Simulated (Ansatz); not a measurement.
# ZrC (model cell, started as CsCl type): a soft mode frozen in, part 3 of 3

Aim: this structure of ZrC (model cell, started as CsCl type) is to be tested for unstable modes, and one is followed downhill.

Ansatz 0.2.0; DFT LDA, scalar-relativistic, plane waves, PAW.

So far. Step 5 (Energy along the mode, all amplitudes (two of the runs …): The lowest of the steps tried is at 0.45 Å, 99.8 meV/atom below the parent; the bottom of the well need not coincide with a step. Step 7 (The new phase in its own primitive cell): The largest force component left is 0.18 meV/Å and the pressure is 0.000 GPa, within the tolerances set. The cell now holds 12.65 Å³/atom. The relaxed cell has a = 4.255, c = 2.794 Å (conventional setting).

The structure was built from a prototype and need not be the compound's stable phase.

### 8. Modes of the new phase, k-mesh 10×10×14

A relaxed structure may still be a saddle point, so its zone-centre modes are computed. No field response is asked, since the mesh shows no gap.

input.yaml reads:

```yaml
crystal:
  lattice:
    - [4.2551444902, 0.0, 0.0]
    - [0.0, 4.2551444902, 0.0]
    - [0.0, 0.0, 2.7936349036]
  atoms:
    - { symbol: Zr, position: [0.5, 0.5, 0.0] }
    - { symbol: Zr, position: [0.0, 0.0, 0.0] }
    - { symbol: C, position: [0.0, 0.5, 0.68992757] }
    - { symbol: C, position: [0.5, 0.0, 0.31007243] }
kpoints:
  mp_grid: { grid: [10, 10, 14] }
hamiltonian:
  xc: lda
scf:
  occupations: { method: methfessel_paxton, width: 0.15 }
output:
  eigenvalues: true
phonons:
  method: dfpt
```

On the command line:

```bash
$ ansatz run input.yaml --threads 4 --pin off --max-ram 7168MiB --backend cpu --events-out ev --progress --plain --runs-dir out
```

Numbers of over 12 decimals in the logs are rounded to 6 here.

Log:

```text
zone centre: on kpoints.mp_grid the ground state, and the responses unless they are solved on pairs of k-points, stand on 288 of the mesh's 1400 k-points, reduced under 4 symmetry operations, with k and −k counted as one. Each operation leaves every solved displacement unchanged or reverses it
[...]
Crystal: 4 atoms, lattice volume = 50.582 Å³
Basis set: ecut = 420 eV, 1009 PW (Γ), exchange–correlation on 60×60×40 points (8 copies of the dense FFT grid, shifted against one another)
Bands: 20, of which v1, the nominal top of the filled ones, is band 16 counted from 1 (15 counted from 0)
Symmetry: 16 space group operations
k-points: 288 of 1400 (irreducible under 4 space group operations, time reversal used)
[...]
SCF iter   1: F=—  HF=-8640.579803 eV  |F-HF|=—  |Δ(HF+E_count)|=         —  Δρ=9.87e-3  dr2=6.21e-2  ethr=1.77e-3  ⟨swp⟩=4.5  Hψ=24139  notcnv=0
[...]
SCF iter   9: F=-8640.565423 eV  HF=-8640.565423 eV  |F-HF|=1.82e-12  |Δ(HF+E_count)|=  3.64e-12  S|Δr|=    0.00e0  Δρ=3.93e-8  dr2=9.08e-13  ethr=1.00e-12  ⟨swp⟩=5.0  Hψ=22334  notcnv=0
SCF 1 converged in 9 iterations: F = -8640.565423 eV  dr2 = 9.08e-13
[...]
DFPT response loops at Γ: preconditioner auto → Kerker (q_TF=auto, 2.528 Å⁻¹) (partly filled bands, converged f_vac=0.000); β = 1.00, the filter's whole step (`scf.mixing.beta` (0.50) is not read by the response loops under this deck's `scf.mixing.preconditioner`; to damp them name `kerker` or `kerker_dos`, under which they read `scf.mixing.beta`, and type it under 1.00, their step now; both keys bind the ground state too); Broyden in place of MSR1
SCF converged after 9 iterations
[...]
Free energy (F): -8640.565423 eV
[...]
Internal energy: -8640.564428 eV  (E = F + TS)
E sigma→0 (E₀):  -8640.565174 eV
Entropy (-TS):   -0.000995 eV (-0.249 meV/atom)
Fermi energy:    15.194857 eV
[...]
--- Band table (eV; the first three rows and the last of 288) ---
  k-point 0: bands = [... 12 lower, 13.4456, 13.4456, 14.3962, 15.0575, 15.0575, 17.2013, 19.5274, 19.8734]
  k-point 1: bands = [... 12 lower, 13.2371, 13.4550, 14.6850, 15.0679, 15.0679, 16.8231, 19.1954, 19.9017]
  k-point 2: bands = [... 12 lower, 12.7268, 13.6109, 15.0231, 15.0231, 15.5248, 15.8903, 18.7335, 19.9822]
  k-point 287: bands = [... 12 lower, 12.9431, 12.9431, 13.2184, 13.2184, 17.3616, 17.3616, 18.3922, 18.3922]
--- Phonons (Γ-DFPT): 4 representative perturbations + reference, on 288 of 1400 k-points (Σ response iterations 14) ---
  k mesh reduced under 4 symmetry operations, with k and −k counted as one. Each operation leaves every solved displacement unchanged or reverses it
  ASR residual: 2.617e-5 → 0.000e0 eV/Å²; symmetrization residual: 2.171e-6 eV/Å²
  ASR residual per site (eV/Å²): 2.62e-5 2.62e-5 1.58e-5 1.58e-5
  Γ frequencies (cm⁻¹): -77.28 0.00 0.00 0.00 267.74 267.74 353.25 366.49 366.49 379.97 453.81 453.81
  non-analytic LO–TO correction: not included (Born effective charges unavailable; polar crystals: no LO–TO splitting at Γ)
```

It took 35 s on 4 threads of Arm Neoverse V2, shared host; peak memory 1.2 GiB; 2.2 min of CPU time.

This step gave:

```yaml
sum_rule_residual_before_enforcement: 2.62e-5 eV/Å²
point_group: 4/mmm
highest_optical_mode_at_the_zone_centre_no_lo_to_term: 453.8 cm⁻¹
lowest_optical_zone_centre_mode: -77.28 cm⁻¹
```

Patterns of degenerate modes are one choice out of their space. The modes at Γ (shares of kinetic energy by element, %) (negative means imaginary):

```
mode  frequency (cm⁻¹)  symmetry  Zr %  C %
   1             -77.3       B1g   100    0
   2               0.0  acoustic    88   12
   3               0.0  acoustic    88   12
   4               0.0  acoustic    88   12
   5             267.7        Eg    97    3
   6             267.7        Eg    97    3
   7             353.2       A2u    12   88
   8             366.5        Eu    12   88
   9             366.5        Eu    12   88
  10             380.0       A1g     0  100
  11             453.8        Eg     3   97
  12             453.8        Eg     3   97
```

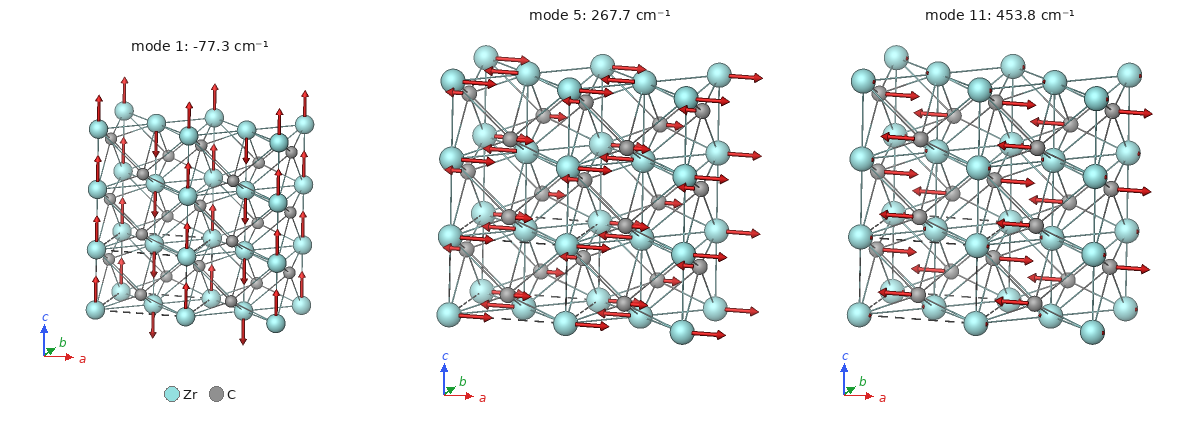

Displacement patterns of modes 1, 5 and 11 at Γ; arrows are exaggerated. 2×1×3 cells are drawn. Some periodic images of atoms are drawn too.

Before it was imposed, the acoustic sum rule was missed by 2.6e-5 eV/Å². Small misses are needed for a sound result but don't prove that mesh and cutoff are converged. The lowest optical mode is imaginary, 77.3i cm⁻¹, so the energy falls along it.

### 9. The phases reached

The phases reached along the modes that were followed are set side by side.

Energies are those of the first relaxation, on the mesh of the frozen mode; space group, volume and gap are those of the last relaxation. Phases, by row:

```
                mode frozen in  space group  energy from parent (meV/atom)  volume (Å³/atom)  gap on mesh (eV)  lowest zone-centre optical mode (cm⁻¹)  largest shift (Å)
                        parent        Pm-3m                              0             11.83                 0                                       –                  –
q = (0, 0.25, 0.25), 234i cm⁻¹        Fm-3m                          -1211              12.5                 0                                   448.3               1.64
q = (0, -0.5, -0.5), 229i cm⁻¹       P4/nmm                         -193.3             12.65                 0                                   -77.3              0.524
```

### 10. Results

| Item | Value |
| --- | --- |
| unstable mode of the parent | q = (0, -0.5, -0.5), 229i cm⁻¹ |
| depth at the lowest point sampled | 99.8 meV/atom |
| largest atomic shift at that point | 0.45 Å |
| space group reached (within 0.01 Å) | P4/nmm |
| energy gained over the parent (first relaxation, on the mesh of the frozen mode) | 193 meV/atom |
| volume per atom, phase reached | 12.6 Å³ |
| lowest optical zone-centre mode, phase reached | -77.3 cm⁻¹ |
| highest optical mode at the zone centre (no LO-TO term), phase reached | 454 cm⁻¹ |

What this shows: Along this mode the structure falls into P4/nmm, 193 meV/atom below the parent. At the parent's cell the well is 99.78 meV/atom deep on the steps tried, with its lowest point at a shift of 0.45 Å. Relaxing atoms and cell changes the gain by +93.52 meV/atom against the lowest step (energies at zero smearing). The new phase still has an imaginary mode at the zone centre of its cell, so it is a saddle point on the way to a lower structure. Of the 2 patterns followed to their end from this parent, this one ends 1017 meV/atom above the lowest, Fm-3m. Each path keeps the symmetry of its pattern, so a lower phase may lie along a pattern not tried. With no gap, or one that is small against the smearing, the frequencies hang on the k mesh and the smearing, most of all near Kohn anomalies. The starting cell was built on a prototype and not taken from a measurement, so the phase need not exist.

[Logs are printed without paths, hosts, clocks, repeated set-up lines and the standing remarks that a program may print on its own settings, such as how far it seeks lower states.]

[Hosts, paths, dates, database ids (printed as entryN), source tags and the programs' standing remarks are cut or masked in the printed files.]
